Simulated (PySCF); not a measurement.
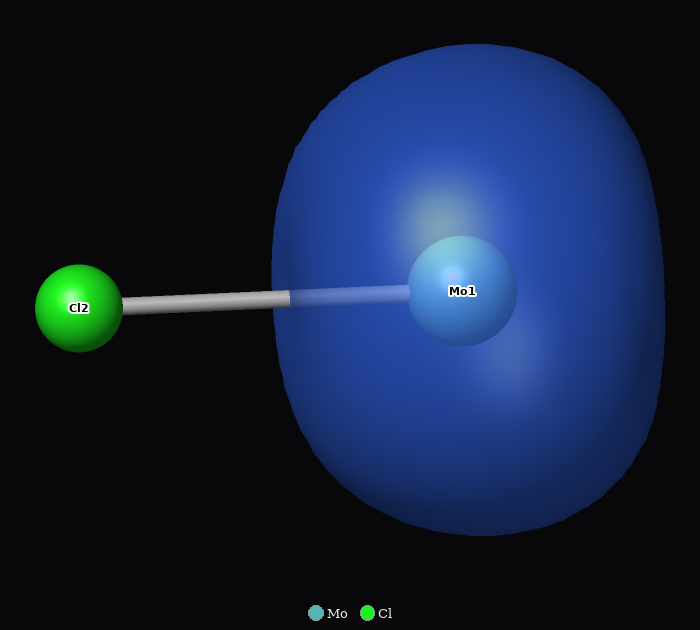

Figure. MoCl (sextet). Isosurfaces of the spin density (α minus β) at +0.1 (blue) and −0.1 e/Å³ (red), seen from one side.

Core potentials replace the inner electrons of Mo.

These are results of PBE0/def2-TZVPP, non-relativistic Hamiltonian with scalar-relativistic core potentials where named, at a bond length of 2.290 Å in PySCF, not measurements.

```yaml
atoms:
  - { symbol: Mo, position_ang: [0.0000, 0.0000, -0.6027] }
  - { symbol: Cl, position_ang: [0.0000, 0.0000, 1.6873] }
```

Q: Which atoms carry the spin?

A: The unpaired spin (5 electrons) lies mostly on Mo1 (about 4.9) and Cl2 (about 0.1), in electrons by Hirshfeld's partition.
